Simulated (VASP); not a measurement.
Band structure of CsPbCl3 (cubic perovskite). Computed with LDA (Ceperley-Alder, Perdew-Zunger), VASP's LDA PAW potentials (set 64) (plane waves; VASP).

Unless said otherwise, spin-orbit coupling is left out, though it shifts the bands of the heavy elements here.

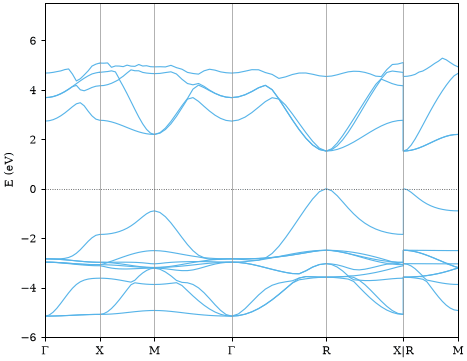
Figure: Bands along high-symmetry lines, zero at the valence-band maximum or, without a gap, the Fermi level

Problem. Read the plot: is there a gap, and where are the band edges?

Solution. The gap is direct, 1.52 eV, from the valence maximum at R to the conduction minimum at R. (Edges off the drawn lines would not show.)

The compound is CsPbCl3 in the cubic perovskite structure, the ideal cubic form; the compound distorts at low or room temperature. It was relaxed first.
